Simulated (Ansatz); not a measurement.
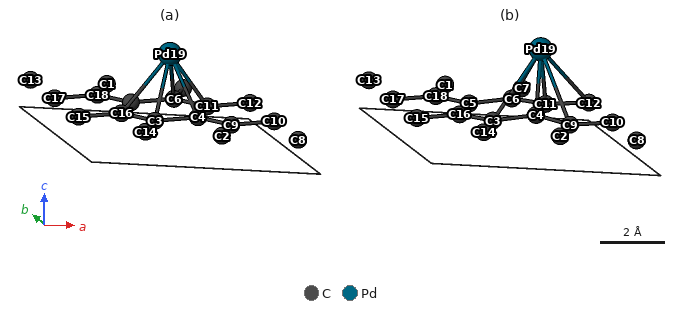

The structure of a slab of composition PdC18 before (left) and after (right) a relaxation, at one scale.

Style: ball-and-stick. Shown: the cell of the calculation, outlined in the plane, without the vacuum (origin shifted), slightly off an axis.

It is Pd on graphene monolayer, set down by a guess. The run prepares an end point of a later path (adatom hop) calculation, from a guessed geometry.

Computed with DFT LDA, scalar-relativistic, plane waves, PAW (Ansatz 0.2.0). Set-up: plane-wave cutoff 420 eV; k-point mesh 2 × 2 × 1; occupations fermi dirac; smearing width 0.05 eV; no spin polarisation; atoms relaxed in a fixed cell; force threshold 0.03 eV/Å; at most 60 steps.

**Summarise the run.**

The atom that moves furthest relative to the layer's centre is Pd19 (1.03 Å at 78° to the normal (+c side)). By element the largest moves are Pd 1.03 Å, C 0.09 Å. The lattice vectors keep their values. Some distances before and after: C5–Pd19 2.394 → 3.303 Å, C16–Pd19 2.420 → 3.303 Å, C9–Pd19 3.275 → 2.782 Å, C6–Pd19 2.291 → 2.781 Å. Bond angles that change, for instance: C6–C11–Pd19 74.7° → 102.5°, C3–C4–Pd19 76.0° → 102.5°, C9–C4–Pd19 125.4° → 102.6°. After 13 accepted moves (14 points after the start) the energy has fallen by 0.166 eV per cell of the calculation. The largest force component goes from 1 to 0.0092 eV/Å. The line search rejected the trial step at point 10 of the run.

Limits of the set-up: the periodic images lie only 7.4 Å apart, so the values are limited by the cell's size.
